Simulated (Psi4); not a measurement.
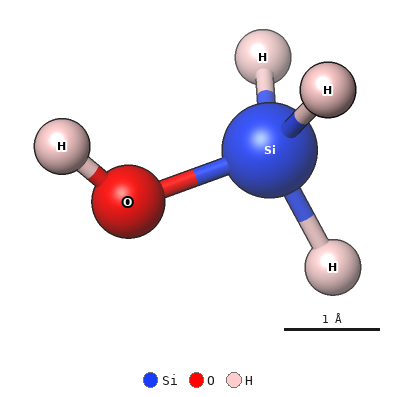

The structure as given in the input (ball-and-stick view, seen at an oblique angle).

SiH4O: molecular dynamics (part 1 of 2)

- system: SiH4O (Si(OH)H3)
- method: BP86/cc-pVDZ, RKS (Psi4 1.11)

The geometry comes from this level: GFN2-xTB.

**Input file (run.py)**
```python
import numpy as np
from ase.calculators.psi4 import Psi4
from ase import Atoms
from ase import units
from ase.md.velocitydistribution import MaxwellBoltzmannDistribution, Stationary
from ase.md.verlet import VelocityVerlet

atoms = Atoms(['Si', 'O', 'H', 'H', 'H', 'H'], positions=[
    [-0.059940, -0.114970, -0.407910],
    [-0.059540, -0.091910, 1.217130],
    [0.327320, 0.620940, 1.717260],
    [1.313150, -0.112770, -0.916850],
    [-0.760380, 1.058380, -0.933190],
    [-0.760600, -1.359670, -0.676430],
])
calc = Psi4(atoms=atoms, method='bp86', basis='cc-pVDZ', memory='1600MB', num_threads=1, charge=0, multiplicity=1, label='calc')
atoms.calc = calc

MaxwellBoltzmannDistribution(atoms, temperature_K=600.0, rng=np.random.default_rng(390))
Stationary(atoms)
dyn = VelocityVerlet(atoms, 0.5 * units.fs)
def show():
    ep, ek = atoms.get_potential_energy(), atoms.get_kinetic_energy()
    print(f'step {dyn.nsteps:3d}  Epot {ep:14.6f}  Ekin {ek:9.6f}  Etot {ep + ek:14.6f} eV  T {atoms.get_temperature():7.1f} K')
dyn.attach(show)
dyn.run(40)
```

Hardware: 1 thread of Intel Xeon @ 2.50GHz (Skylake/Cascade Lake), 16 GiB of memory available, shared host.

Run as:
```bash
python run.py
```

**Log**
```
gradient() will perform analytic gradient computation.

   => Loading Basis Set <=

    Name: CC-PVDZ
    Role: ORBITAL
    Keyword: BASIS

         ---------------------------------------------------------
                                   SCF
                              RKS Reference
                        1 Threads,   1525 MiB Core
         ---------------------------------------------------------

  ==> Geometry <==

    Molecular point group: c1
    Full point group: C1

    Geometry (in Angstrom), charge = 0, multiplicity = 1:

       Center              X                  Y                   Z               Mass
    ------------   -----------------  -----------------  -----------------  -----------------
         SI          -0.079396508267     0.016441961281    -0.614130588111    27.976926534650
         O            0.100589086856    -0.074090814985     1.205862874322    15.994914619570
         H            0.779303252280     0.575295489369     1.370096248060     1.007825032230
         H            1.403778173230     0.065329823892    -1.205926401427     1.007825032230
         H           -0.791323712618     1.265715150284    -1.114053476927     1.007825032230
         H           -0.784155794507    -1.186889473812    -1.139950719989     1.007825032230

  Running in c1 symmetry.

  Rotational constants: A =      2.38269  B =      0.38851  C =      0.38054 [cm^-1]
  Rotational constants: A =  71431.17359  B =  11647.22012  C =  11408.22762 [MHz]
  Nuclear repulsion =   60.345814953232470

  Charge       = 0
  Multiplicity = 1
  Electrons    = 26
  Nalpha       = 13
  Nbeta        = 13

  ==> Algorithm <==

  SCF Algorithm Type is DF.
  DIIS enabled.
  MOM disabled.
  Fractional occupation disabled.
  Guess Type is SAD.
  Energy threshold   = 1.00e-08
  Density threshold  = 1.00e-08
  Integral threshold = 1.00e-12

  ==> Primary Basis <==

  Basis Set: CC-PVDZ
    Blend: CC-PVDZ
    Number of shells: 26
    Number of basis functions: 52
    Number of Cartesian functions: 54
    Spherical Harmonics?: true
    Max angular momentum: 2

  ==> DFT Potential <==

   => LibXC <=

    Version 7.1.2

   => Composite Functional: BP86 <=

    BP86 GGA Exchange-Correlation Functional

    Deriv               =              1
    GGA                 =           TRUE
    Meta                =          FALSE

    Exchange Hybrid     =          FALSE
    MP2 Hybrid          =          FALSE

   => Exchange Functionals <=

    1.0000     XC_GGA_X_B88

   => Correlation Functionals <=

    1.0000     XC_GGA_C_P86

   => LibXC Density Thresholds  <==

    XC_GGA_C_P86:  1.00E-15
    XC_GGA_X_B88:  1.00E-15

   => Molecular Quadrature <=

    Radial Scheme          =       TREUTLER
    Pruning Scheme         =           NONE
    Nuclear Scheme         =       TREUTLER

    Blocking Scheme        =         OCTREE
    BS radius alpha        =              1
    Pruning alpha          =              1
    Radial Points          =             75
    Spherical Points       =            302
    Total Points           =         130788
    Total Blocks           =           1035
    Max Points             =            256
    Max Functions          =             52
    Weights Tolerance      =       1.00E-15

   => Loading Basis Set <=

    Name: (CC-PVDZ AUX)
    Role: JKFIT
    Keyword: DF_BASIS_SCF

  ==> Integral Setup <==

  DFHelper Memory: AOs need 0.007 GiB; user supplied 0.935 GiB.
  SCF_SUBTYPE=INCORE selected. In-core MEM_DF algorithm will be used.
  Using in-core AOs.

  ==> MemDFJK: Density-Fitted J/K Matrices <==

    J tasked:                   Yes
    K tasked:                    No
    wK tasked:                   No
    Memory [MiB]:               957
    Algorithm:                 Core
    Schwarz Cutoff:           1E-12
    Mask sparsity (%):       0.0000
    Fitting Condition:        1E-10

   => Auxiliary Basis Set <=

  Basis Set: (CC-PVDZ AUX)
    Blend: CC-PVDZ-JKFIT
    Number of shells: 96
    Number of basis functions: 274
    Number of Cartesian functions: 311
    Spherical Harmonics?: true
    Max angular momentum: 3

  Cached 100.0% of DFT collocation blocks in 0.183 [GiB].

  Minimum eigenvalue in the overlap matrix is 1.7285582939E-02.
  Reciprocal condition number of the overlap matrix is 4.4363327121E-03.
    Using symmetric orthogonalization.

  ==> Pre-Iterations <==

  SCF Guess: Superposition of Atomic Densities via on-the-fly atomic UHF (no occupation information).

   -------------------------
    Irrep   Nso     Nmo
   -------------------------
     A         52      52
   -------------------------
    Total      52      52
   -------------------------

  ==> Iterations <==

                           Total Energy        Delta E     RMS |[F,P]|

   @DF-RKS iter SAD:  -366.65563937415709   -3.66656e+02   0.00000e+00
   @DF-RKS iter   1:  -366.97512819730969   -3.19489e-01   1.27890e-02 DIIS/ADIIS
   @DF-RKS iter   2:  -365.80923739457154    1.16589e+00   3.25136e-02 DIIS/ADIIS
   @DF-RKS iter   3:  -367.14483806889768   -1.33560e+00   2.58384e-03 DIIS/ADIIS
   @DF-RKS iter   4:  -367.15387362900117   -9.03556e-03   9.64060e-04 DIIS/ADIIS
   @DF-RKS iter   5:  -367.15537300081371   -1.49937e-03   2.14057e-04 DIIS/ADIIS
   @DF-RKS iter   6:  -367.15544659800406   -7.35972e-05   4.84585e-05 DIIS
   @DF-RKS iter   7:  -367.15544931467673   -2.71667e-06   7.04220e-06 DIIS
   @DF-RKS iter   8:  -367.15544939029701   -7.56203e-08   9.73153e-07 DIIS
   @DF-RKS iter   9:  -367.15544939167222   -1.37521e-09   2.34534e-07 DIIS
   @DF-RKS iter  10:  -367.15544939176505   -9.28253e-11   3.98388e-08 DIIS
   @DF-RKS iter  11:  -367.15544939176732   -2.27374e-12   3.09566e-09 DIIS
  Energy and wave function converged.

  ==> Post-Iterations <==

   Electrons on quadrature grid:
      Ntotal   =   26.0000012188 ; deviation = 1.219e-06

    Orbital Energies [Eh]
    ---------------------

    Doubly Occupied:

       1A    -65.518033     2A    -18.789017     3A     -5.102447
       4A     -3.515574     5A     -3.513266     6A     -3.512988
       7A     -0.898498     8A     -0.494699     9A     -0.412804
      10A     -0.329310    11A     -0.322879    12A     -0.293745
      13A     -0.248865

    Virtual:

      14A     -0.032229    15A      0.023160    16A      0.033125
      17A      0.040695    18A      0.084314    19A      0.233404
      20A      0.237293    21A      0.290027    22A      0.298072
      23A      0.313056    24A      0.345086    25A      0.400234
      26A      0.410097    27A      0.472772    28A      0.577824
      29A      0.655869    30A      0.753139    31A      0.786195
      32A      0.934518    33A      0.971490    34A      1.021300
      35A      1.168641    36A      1.223318    37A      1.238189
      38A      1.330050    39A      1.402183    40A      1.442172
      41A      1.517683    42A      1.570155    43A      1.724621
      44A      1.733119    45A      1.860189    46A      1.902420
      47A      2.060917    48A      2.585013    49A      2.766336
      50A      2.844709    51A      2.849688    52A      3.558631

    Final Occupation by Irrep:
              A
    DOCC [    13 ]
    NA   [    13 ]
    NB   [    13 ]

  @DF-RKS Final Energy:  -367.15544939176732

   => Energetics <=

    Nuclear Repulsion Energy =             60.3458149532324697
    One-Electron Energy =                -627.0368775022109276
    Two-Electron Energy =                 230.4978404297726513
    DFT Exchange-Correlation Energy =     -30.9622272725614600
    Empirical Dispersion Energy =           0.0000000000000000
    VV10 Nonlocal Energy =                  0.0000000000000000
    Total Energy =                       -367.1554493917673199

Computation Completed

Properties will be evaluated at   0.000000,   0.000000,   0.000000 [a0]

Properties computed using the SCF density matrix

 Multipole Moments:

 ------------------------------------------------------------------------------------
     Multipole            Electronic (a.u.)      Nuclear  (a.u.)        Total (a.u.)
 ------------------------------------------------------------------------------------

 L = 1.  Multiply by 2.5417464519 to convert [e a0] to [Debye]
 Dipole X            :         -0.3494533            0.5683606            0.2189074
 Dipole Y            :         -0.3388166            0.6744658            0.3356492
 Dipole Z            :          1.7183451           -1.9667506           -0.2484055
 Magnitude           :                                                    0.4714723

 ------------------------------------------------------------------------------------

	total time  =          4 seconds =       0.07 minutes

         ------------------------------------------------------------
                                   SCF GRAD
         ------------------------------------------------------------

  ==> Geometry <==

    Molecular point group: c1
    Full point group: C1

    Geometry (in Angstrom), charge = 0, multiplicity = 1:

       Center              X                  Y                   Z               Mass
    ------------   -----------------  -----------------  -----------------  -----------------
         SI          -0.079396508267     0.016441961281    -0.614130588111    27.976926534650
         O            0.100589086856    -0.074090814985     1.205862874322    15.994914619570
         H            0.779303252280     0.575295489369     1.370096248060     1.007825032230
         H            1.403778173230     0.065329823892    -1.205926401427     1.007825032230
         H           -0.791323712618     1.265715150284    -1.114053476927     1.007825032230
         H           -0.784155794507    -1.186889473812    -1.139950719989     1.007825032230

  Nuclear repulsion =   60.345814953232470

  ==> Basis Set <==

  Basis Set: CC-PVDZ
    Blend: CC-PVDZ
    Number of shells: 26
    Number of basis functions: 52
    Number of Cartesian functions: 54
    Spherical Harmonics?: true
    Max angular momentum: 2

  ==> DFJKGrad: Density-Fitted SCF Gradients <==

    Gradient:                    1
    J tasked:                  Yes
    K tasked:                   No
    wK tasked:                  No
    Integrals threads:           1
    Memory [MiB]:             1144
    Schwarz Cutoff:          1E-12
    Fitting Condition:       1E-10

   => Auxiliary Basis Set <=

  Basis Set: (CC-PVDZ AUX)
    Blend: CC-PVDZ-JKFIT
    Number of shells: 96
    Number of basis functions: 274
    Number of Cartesian functions: 311
    Spherical Harmonics?: true
    Max angular momentum: 3

  ==> DFT Potential <==

   => LibXC <=

    Version 7.1.2

   => Composite Functional: BP86 <=

    BP86 GGA Exchange-Correlation Functional

    Deriv               =              1
    GGA                 =           TRUE
    Meta                =          FALSE

    Exchange Hybrid     =          FALSE
    MP2 Hybrid          =          FALSE

   => Exchange Functionals <=

    1.0000     XC_GGA_X_B88

   => Correlation Functionals <=

    1.0000     XC_GGA_C_P86

   => LibXC Density Thresholds  <==

    XC_GGA_C_P86:  1.00E-15
    XC_GGA_X_B88:  1.00E-15

   => Molecular Quadrature <=

    Radial Scheme          =       TREUTLER
    Pruning Scheme         =           NONE
    Nuclear Scheme         =       TREUTLER

    Blocking Scheme        =         OCTREE
    BS radius alpha        =              1
    Pruning alpha          =              1
    Radial Points          =             75
    Spherical Points       =            302
    Total Points           =         130788
    Total Blocks           =           1035
    Max Points             =            256
    Max Functions          =             52
    Weights Tolerance      =       1.00E-15

  -Total Gradient:
     Atom            X                  Y                   Z
    ------   -----------------  -----------------  -----------------
       1       -0.030802351973    -0.005891610137    -0.027689911015
       2        0.027097813100     0.015463634154     0.052301689869
       3       -0.019586823641    -0.017830561474    -0.009708288340
       4        0.021529461053     0.001169034858    -0.006784627687
       5       -0.000552724539     0.002973131321    -0.004440185663
       6        0.002312536865     0.004126172398    -0.003685166131

	total time  =          1 seconds =       0.02 minutes
```

**Standard output**
```
step   0  Epot   -9990.890497  Ekin  0.438048  Etot   -9990.452448 eV  T   564.8 K
step   1  Epot   -9990.875510  Ekin  0.423459  Etot   -9990.452051 eV  T   546.0 K
step   2  Epot   -9990.860824  Ekin  0.409171  Etot   -9990.451653 eV  T   527.6 K
step   3  Epot   -9990.852081  Ekin  0.400548  Etot   -9990.451533 eV  T   516.5 K
step   4  Epot   -9990.850616  Ekin  0.398854  Etot   -9990.451762 eV  T   514.3 K
step   5  Epot   -9990.852592  Ekin  0.400418  Etot   -9990.452174 eV  T   516.3 K
step   6  Epot   -9990.851679  Ekin  0.399181  Etot   -9990.452498 eV  T   514.7 K
step   7  Epot   -9990.843024  Ekin  0.390456  Etot   -9990.452568 eV  T   503.5 K
step   8  Epot   -9990.825626  Ekin  0.373237  Etot   -9990.452389 eV  T   481.2 K
step   9  Epot   -9990.802254  Ekin  0.350187  Etot   -9990.452067 eV  T   451.5 K
step  10  Epot   -9990.777830  Ekin  0.326097  Etot   -9990.451733 eV  T   420.5 K
step  11  Epot   -9990.757470  Ekin  0.305987  Etot   -9990.451484 eV  T   394.5 K
step  12  Epot   -9990.744966  Ekin  0.293580  Etot   -9990.451387 eV  T   378.5 K
step  13  Epot   -9990.741850  Ekin  0.290408  Etot   -9990.451442 eV  T   374.4 K
step  14  Epot   -9990.747209  Ekin  0.295582  Etot   -9990.451627 eV  T   381.1 K
step  15  Epot   -9990.758122  Ekin  0.306242  Etot   -9990.451880 eV  T   394.9 K
step  16  Epot   -9990.770759  Ekin  0.318678  Etot   -9990.452082 eV  T   410.9 K
step  17  Epot   -9990.782045  Ekin  0.329915  Etot   -9990.452130 eV  T   425.4 K
step  18  Epot   -9990.791162  Ekin  0.339160  Etot   -9990.452003 eV  T   437.3 K
step  19  Epot   -9990.799935  Ekin  0.348136  Etot   -9990.451799 eV  T   448.9 K
step  20  Epot   -9990.811348  Ekin  0.359640  Etot   -9990.451708 eV  T   463.7 K
step  21  Epot   -9990.826781  Ekin  0.374918  Etot   -9990.451863 eV  T   483.4 K
step  22  Epot   -9990.844019  Ekin  0.391800  Etot   -9990.452219 eV  T   505.2 K
step  23  Epot   -9990.857906  Ekin  0.405325  Etot   -9990.452580 eV  T   522.6 K
step  24  Epot   -9990.863248  Ekin  0.410494  Etot   -9990.452754 eV  T   529.3 K
step  25  Epot   -9990.857754  Ekin  0.405092  Etot   -9990.452662 eV  T   522.3 K
step  26  Epot   -9990.843143  Ekin  0.390759  Etot   -9990.452384 eV  T   503.8 K
step  27  Epot   -9990.824127  Ekin  0.372094  Etot   -9990.452033 eV  T   479.8 K
step  28  Epot   -9990.806443  Ekin  0.354710  Etot   -9990.451733 eV  T   457.4 K
step  29  Epot   -9990.794896  Ekin  0.343341  Etot   -9990.451555 eV  T   442.7 K
step  30  Epot   -9990.792166  Ekin  0.340611  Etot   -9990.451556 eV  T   439.2 K
step  31  Epot   -9990.798291  Ekin  0.346585  Etot   -9990.451705 eV  T   446.9 K
step  32  Epot   -9990.810945  Ekin  0.358967  Etot   -9990.451978 eV  T   462.8 K
step  33  Epot   -9990.826034  Ekin  0.373759  Etot   -9990.452275 eV  T   481.9 K
step  34  Epot   -9990.838875  Ekin  0.386351  Etot   -9990.452524 eV  T   498.2 K
step  35  Epot   -9990.845574  Ekin  0.392944  Etot   -9990.452629 eV  T   506.7 K
step  36  Epot   -9990.844513  Ekin  0.391976  Etot   -9990.452536 eV  T   505.4 K
step  37  Epot   -9990.837068  Ekin  0.384795  Etot   -9990.452273 eV  T   496.2 K
step  38  Epot   -9990.826820  Ekin  0.374794  Etot   -9990.452026 eV  T   483.3 K
step  39  Epot   -9990.817106  Ekin  0.365140  Etot   -9990.451965 eV  T   470.8 K
step  40  Epot   -9990.808664  Ekin  0.356557  Etot   -9990.452107 eV  T   459.7 K
```

**Trajectory as extended XYZ (Å, eV, eV/Å), 41 frames, from step=0 to step=40**
```
6
Properties=species:S:1:pos:R:3:forces:R:3 step=0 energy=-9990.89058
Si   -0.0599   -0.1150   -0.4079    0.1109   0.1700  -0.9659
O    -0.0595   -0.0919    1.2171   -0.4583  -0.7992   2.1399
H     0.3273    0.6209    1.7173    0.4434   0.8092   0.4052
H     1.3132   -0.1128   -0.9169    0.7748  -0.0633  -0.5355
H    -0.7604    1.0584   -0.9332   -0.4521   0.6335  -0.5470
H    -0.7606   -1.3597   -0.6764   -0.4187  -0.7502  -0.4956
6
Properties=species:S:1:pos:R:3:forces:R:3 step=1 energy=-9990.87559
Si   -0.0633   -0.1139   -0.4053    0.5349   0.2753  -1.2777
O    -0.0556   -0.0936    1.2145   -0.7073  -1.1669   2.0385
H     0.3346    0.6131    1.7035    0.6599   1.1897   0.7027
H     1.3293   -0.1174   -0.9104    0.4760  -0.0400  -0.4393
H    -0.7603    1.0573   -0.9390   -0.4460   0.6484  -0.5253
H    -0.7522   -1.3504   -0.6938   -0.5176  -0.9066  -0.4980
6
Properties=species:S:1:pos:R:3:forces:R:3 step=2 energy=-9990.86090
Si   -0.0667   -0.1128   -0.4028    0.9108   0.3669  -1.6040
O    -0.0518   -0.0954    1.2121   -0.8814  -1.3910   2.0375
H     0.3434    0.6080    1.6914    0.8014   1.4219   0.8862
H     1.3466   -0.1220   -0.9050    0.1745  -0.0147  -0.3442
H    -0.7612    1.0578   -0.9460   -0.4191   0.6286  -0.4857
H    -0.7450   -1.3432   -0.7125   -0.5860  -1.0117  -0.4889
6
Properties=species:S:1:pos:R:3:forces:R:3 step=3 energy=-9990.85216
Si   -0.0700   -0.1116   -0.4004    1.2205   0.4340  -1.9416
O    -0.0481   -0.0974    1.2100   -0.9434  -1.4147   2.1722
H     0.3542    0.6064    1.6815    0.8304   1.4480   0.9192
H     1.3644   -0.1267   -0.9004   -0.1139   0.0118  -0.2557
H    -0.7632    1.0598   -0.9542   -0.3736   0.5765  -0.4291
H    -0.7392   -1.3385   -0.7322   -0.6196  -1.0555  -0.4642
6
Properties=species:S:1:pos:R:3:forces:R:3 step=4 energy=-9990.85070
Si   -0.0731   -0.1104   -0.3982    1.4549   0.4686  -2.2860
O    -0.0446   -0.0997    1.2083   -0.8814  -1.2284   2.4405
H     0.3670    0.6082    1.6737    0.7349   1.2585   0.8014
H     1.3818   -0.1314   -0.8964   -0.3781   0.0387  -0.1772
H    -0.7661    1.0632   -0.9635   -0.3130   0.4965  -0.3577
H    -0.7349   -1.3363   -0.7531   -0.6170  -1.0341  -0.4203
6
Properties=species:S:1:pos:R:3:forces:R:3 step=5 energy=-9990.85267
Si   -0.0762   -0.1092   -0.3962    1.6135   0.4668  -2.6306
O    -0.0412   -0.1021    1.2069   -0.7139  -0.8744   2.8023
H     0.3815    0.6130    1.6679    0.5338   0.8963   0.5693
H     1.3984   -0.1360   -0.8928   -0.6110   0.0655  -0.1104
H    -0.7697    1.0678   -0.9736   -0.2414   0.3952  -0.2742
H    -0.7321   -1.3366   -0.7750   -0.5805  -0.9499  -0.3558
6
Properties=species:S:1:pos:R:3:forces:R:3 step=6 energy=-9990.85176
Si   -0.0791   -0.1079   -0.3944    1.7026   0.4297  -2.9664
O    -0.0379   -0.1047    1.2060   -0.4813  -0.4275   3.1964
H     0.3972    0.6200    1.6634    0.2676   0.4375   0.2795
H     1.4135   -0.1405   -0.8896   -0.8094   0.0915  -0.0558
H    -0.7739    1.0733   -0.9843   -0.1632   0.2795  -0.1823
H    -0.7307   -1.3392   -0.7978   -0.5157  -0.8113  -0.2709
```
